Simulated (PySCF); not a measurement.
# C₄H₆BSi (charge −1): what the fields show

Input

```
{"job": {"kind": "uv", "xc": "CAM-B3LYP", "basis": "def2-SVPD", "nstates": 8, "ntriplets": 3}, "charge": -1, "multiplicity": 1}
C     -3.012851    -0.620877    -0.173066
C     -1.697244    -0.428111    -0.360093
B     -0.689732     0.092025     0.694723
C      0.729454     0.226079     0.360210
C      1.912414     0.458499     0.052852
Si     3.661269     0.338755    -0.219086
H     -3.483177    -0.413143     0.778912
H     -3.682616    -0.993156    -0.943778
H     -1.323342    -0.668091    -1.358015
H     -1.081793     0.375301     1.788391
H      4.141863     0.419743    -1.611385
H      4.526954     1.212291     0.596697
```

Command:

```sh
OMP_NUM_THREADS=1 python probes_run.py task.json out
```

Geometry: GFN2-xTB.

Method: PySCF 2.14.0, CAM-B3LYP/def2-SVPD, SCF density, gas phase.

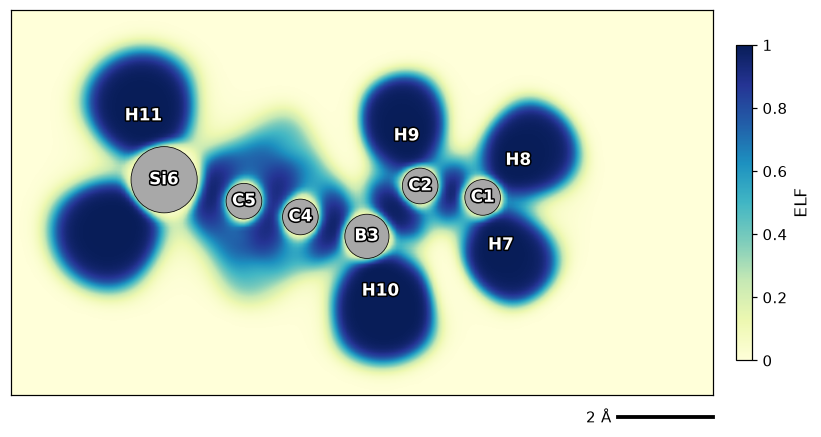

Figure 1. Electron localisation function on the plane of atoms C4, B3 and H10. Grey discs cover the atomic cores.

**Describe what can be read from this map.**

The plane passes through C, B, Si and H nuclei. C–C (1.24 Å): the ELF peaks at about 0.90 between the atoms; a multiple bond. C–B (1.46 Å): the ELF peaks at about 0.95 between the atoms: localised, covalent bonding. C–Si (1.77 Å): the ELF peaks at about 0.95 between the atoms, as expected for localised, covalent bonding. C–H (1.08 Å): the ELF climbs to about 1 towards the hydrogen, as it does in any bond to H (a covalent bond by its length). C–C (1.34 Å): the ELF peaks at about 0.95 between the atoms; a multiple bond.

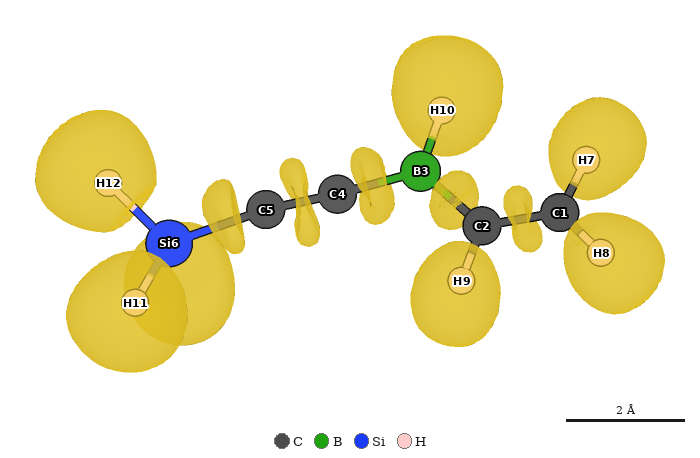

Figure 2. Isosurface of the electron localisation function at 0.85 (yellow), seen at a tilt. Only the valence region is drawn (cores and ρ < 0.01 e/Å³ removed).

**What do the ELF domains correspond to?**

At this value the surface marks out two regions between bonded B–C atoms (shared pairs), two regions between bonded C–C atoms (shared pairs), one region between bonded C–Si atoms (shared pairs), six regions around hydrogen nuclei and one lobe on Si, pointing away from the bonds (lone pairs).
